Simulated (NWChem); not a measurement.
# A workflow on H2O (water)

We compute a structure relaxation (PBE-D3(BJ)/6-311+G**), then the harmonic vibrations (PBE-D3(BJ)/6-311+G**), then NMR shieldings (PBE-D3(BJ)/6-311+G**) of H2O (water). 

The calculation is run with NWChem 7.3.0.

2 further runs of the same task are left out: 2 set aside as unsound or not needed.

## (1) The structure to begin with

The species is H2O (3 atoms), meant as a singlet with charge 0. As SMILES, `O`. Geometry: relaxed at PBE0-D4/def2-TZVP. The run starts from this shape.

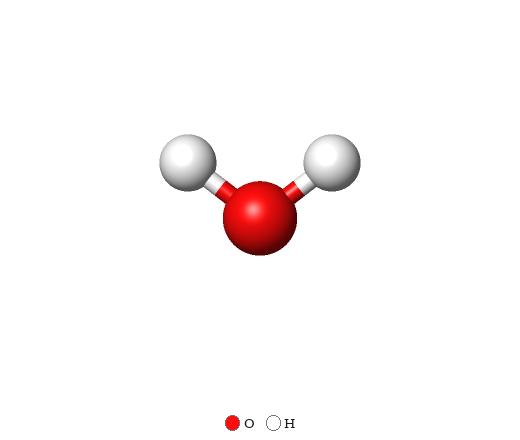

Viewed from a chosen angle; oxygen red, hydrogen white.

## (2) A geometry optimisation at PBE-D3(BJ)/6-311+G(d,p) (density fitting with weigend coulomb fitting, SMD pyridine, trust 0.2) (run 1)

File h2o.nw:

```
start h2o
memory stack 880 mb heap 220 mb global 1100 mb

geometry units angstrom noautoz
  O    -0.302700    0.200200   -0.140600
  H     0.466500    0.548400    0.315300
  H    -0.163800   -0.748600   -0.174700
end

basis spherical
  * library 6-311+G**
end

basis "cd basis" spherical
  * library "weigend coulomb fitting"
end

cosmo
  do_cosmo_smd true
  solvent pyridine
end

dft
  xc xpbe96 cpbe96
  mult 1
  disp vdw 4
  grid coarse
  convergence energy 1e-05
  print low
end

driver
  maxiter 50
  trust 0.2
end

task dft optimize
```

On the command line:

```
$ nwchem h2o.nw > h2o.out
```

The program printed:

```text
[...]
 Group name             C2v
[...]
 d= 0,ls=0.0,diis     1    -76.3281032164 -8.55D+01  2.22D-02  4.79D-01     0.2
[...]
         Total DFT energy =      -76.380576065281
[...]
@    0     -76.38057607  0.0D+00  0.01707  0.00821  0.00000  0.00000      0.6
[...]
         Total DFT energy =      -76.380731137936
[...]
@    1     -76.38089462 -3.2D-04  0.00238  0.00114  0.01160  0.02799      1.4
[...]
         Total DFT energy =      -76.380916962770
[...]
         Total DFT energy =      -76.380918835197
[...]
@    2     -76.38091884 -2.4D-05  0.00017  0.00007  0.00576  0.01103      2.3
[...]
 d= 0,ls=0.0,diis     5    -76.3809188731 -2.16D-07  3.08D-06  1.38D-07     2.6
         Total DFT energy =      -76.380918873072
      One electron energy =     -122.717797193342
           Coulomb energy =       46.548264580368
    Exchange-Corr. energy =       -9.231571039462
 Nuclear repulsion energy =        9.046290180129
    Dispersion correction =       -0.000359492823
[...]
         Total DFT energy =    -76.380918873072
[...]
                         DFT ENERGY GRADIENTS
    atom               coordinates                        gradient
                 x          y          z           x          y          z
   1 O       0.000000   0.000000  -0.242836    0.000000   0.000000   0.000005
   2 H      -1.445759   0.000000   0.893671    0.000002   0.000000  -0.000002
   3 H       1.445759   0.000000   0.893671   -0.000002   0.000000  -0.000002
[...]
@    3     -76.38091887 -3.8D-08  0.00000  0.00000  0.00012  0.00028      2.8
[...]
      Optimization converged
[...]
@    3     -76.38091887 -3.8D-08  0.00000  0.00000  0.00012  0.00028      2.8
[...]
```

Run time: 3.6 s. Hardware: 1 thread of Intel Xeon 6975P-C (Granite Rapids), shared host; peak memory 0.11 GiB.

Step by step:

```
step  energy from the first frame kept (eV)
   0                                 0.0000
   1                                -0.0087
   2                                -0.0093
   3                                -0.0093
```

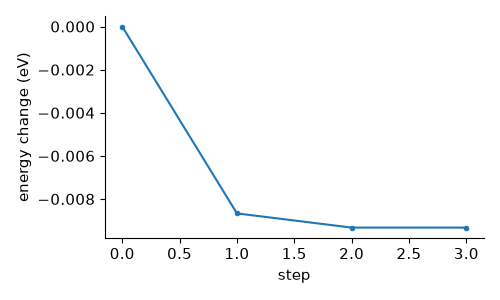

Energy along the run.

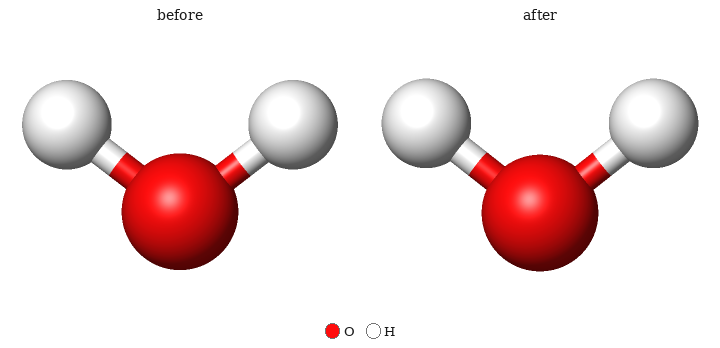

Before and after, at one scale.

After the run. Bond lengths: O1–H2 0.973 Å, O1–H3 0.973 Å. Angles: H2–O1–H3 103.7°.

## (3) Vibrational wavenumbers at PBE-D3(BJ)/6-311+G(d,p) (density fitting with weigend coulomb fitting, SMD pyridine) (run 2)

File h2o2.nw:

```
restart h2o
title "H2O"
memory 2200 mb
charge 0
cosmo
  do_cosmo_smd true
  solvent pyridine
end
dft
  xc xpbe96 cpbe96
  disp vdw 4
  grid coarse
  convergence energy 1e-05
  print low
end
freq
  temp 2 298.15 100
end
task dft frequencies
```

On the command line:

```
$ nwchem h2o2.nw > h2o2.out
```

The program printed:

```text
[...]
 *** Warning continue called for but no  ***
 *** fd restart file for nuclear hessian ***
[...]
 d= 0,ls=0.0,diis     1    -76.3723419028 -8.54D+01  2.56D-03  2.01D-03     0.1
[...]
         Total DFT energy =      -76.380918873071
[...]
         Total DFT energy =      -76.380888155480
[...]
         Total DFT energy =      -76.380918846558
[...]
         Total DFT energy =      -76.380918845822
[...]
         Total DFT energy =      -76.380908966289
[...]
 d= 0,ls=0.0,diis     5    -76.3809087283 -2.13D-07  3.04D-06  1.35D-07     9.5
         Total DFT energy =      -76.380908728273
      One electron energy =     -122.744164487286
           Coulomb energy =       46.561321999733
    Exchange-Corr. energy =       -9.233033456288
 Nuclear repulsion energy =        9.060916578608
    Dispersion correction =       -0.000359482807
[...]
                         DFT ENERGY GRADIENTS
    atom               coordinates                        gradient
                 x          y          z           x          y          z
   1 O       0.000000   0.000000  -0.242836    0.002447  -0.000000   0.002124
   2 H      -1.445759   0.000000   0.893671   -0.000269   0.000000  -0.000108
   3 H       1.445759   0.000000   0.883671   -0.002178   0.000000  -0.002016
[...]
 Normal Eigenvalue ||           Projected Infra Red Intensities
  Mode   [cm**-1]  || [atomic units] [(debye/angs)**2] [(KM/mol)] [arbitrary]
 ------ ---------- || -------------- ----------------- ---------- -----------
    1       -0.000 ||    0.000001           0.000         0.001       0.000
    2        0.000 ||    0.041733           0.963        40.683       5.179
    3        0.000 ||    0.165583           3.820       161.419      20.550
    4        0.000 ||    0.165583           3.820       161.419      20.550
    5        0.000 ||    0.017462           0.403        17.023       2.167
    6        0.000 ||    0.115215           2.658       112.317      14.299
    7     1556.140 ||    0.085439           1.971        83.290      10.604
    8     3660.215 ||    0.025554           0.590        24.911       3.171
    9     3749.289 ||    0.108609           2.506       105.878      13.479
 ----------------------------------------------------------------------------
[...]
```

Run time: 11 s. Hardware: 1 thread of Intel Xeon 6975P-C (Granite Rapids), shared host; peak memory 0.099 GiB.

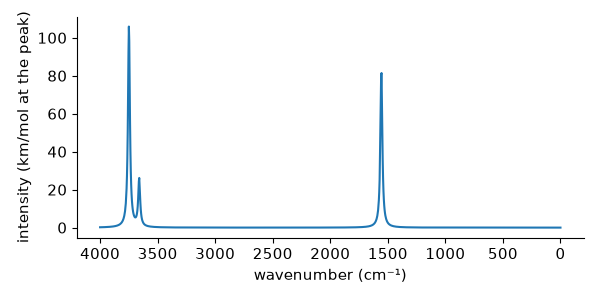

Harmonic infrared spectrum, unscaled, lines broadened by 10 cm⁻¹.

## (4) NMR shieldings at PBE-D3(BJ)/6-311+G(d,p) (SMD pyridine) (run 3)

File h2o.nw:

```
START h2o
TITLE "H2O PBE"
memory total 2200 mb

GEOMETRY units au noautoz
 O   0.00000000  0.00000000 -0.24283585
 H  -1.44575895  0.00000000  0.89367099
 H   1.44575895  0.00000000  0.89367099
END

BASIS "ao basis" spherical
 * library 6-311+G**
END

COSMO
 do_cosmo_smd true
 solvent pyridine
END

DFT
 xc xpbe96 cpbe96
 disp vdw 4
 grid coarse
 convergence energy 1e-05
 print low
END

PROPERTY
 shielding
END

TASK dft property
```

On the command line:

```
$ nwchem h2o.nw > h2o.out
```

The program printed:

```text
[...]
 Group name             C2v
[...]
 d= 0,ls=0.0,diis     1    -76.3274358252 -8.54D+01  2.30D-02  4.80D-01     0.3
[...]
 d= 0,ls=0.0,diis     6    -76.3808212991 -1.14D-08  1.98D-07  1.19D-10     2.4
         Total DFT energy =      -76.380821299117
      One electron energy =     -122.717853817904
           Coulomb energy =       46.548305773381
    Exchange-Corr. energy =       -9.231458859259
 Nuclear repulsion energy =        9.046289556913
    Dispersion correction =       -0.000359492823
[...]
           isotropic =     325.6592
[...]
           isotropic =      30.8206
[...]
           isotropic =      30.8206
[...]
```

Run time: 4.8 s. Hardware: 1 thread of Intel Xeon 6975P-C (Granite Rapids), shared host; peak memory 0.11 GiB.

## (5) Results

```
                                                                              quantity             value
                                  run 1, PBE-D3(BJ)/6-311+G**: total energy at the end      -76.38092 Eh
                                        run 1, PBE-D3(BJ)/6-311+G**: dispersion energy      -0.94 kJ/mol
                               run 1, PBE-D3(BJ)/6-311+G**: solvent term in the energy      -21.2 kJ/mol
                       run 2, PBE-D3(BJ)/6-311+G**: energy of the last displaced shape      -76.38091 Eh
                               run 2, PBE-D3(BJ)/6-311+G**: solvent term in the energy      -21.1 kJ/mol
                               run 2, PBE-D3(BJ)/6-311+G**: lowest harmonic wavenumber         1556 cm⁻¹
                              run 2, PBE-D3(BJ)/6-311+G**: highest harmonic wavenumber         3749 cm⁻¹
                                        run 2, PBE-D3(BJ)/6-311+G**: zero-point energy       53.6 kJ/mol
run 2, PBE-D3(BJ)/6-311+G**: ideal-gas entropy at 298.15 K (symmetry number 2 as used)  45.1 cal/(mol K)
                                             run 3, PBE-D3(BJ)/6-311+G**: total energy      -76.38082 Eh
                                run 3, PBE-D3(BJ)/6-311+G**: isotropic shielding of O1         325.7 ppm
                                run 3, PBE-D3(BJ)/6-311+G**: isotropic shielding of H2          30.8 ppm
```

In words: The optimisation (run 1, PBE-D3(BJ)/6-311+G**) took 4 steps and changed the energy by -0.009 eV. All 3 modes (run 2, PBE-D3(BJ)/6-311+G**) are real, so the shape is a minimum at this level.
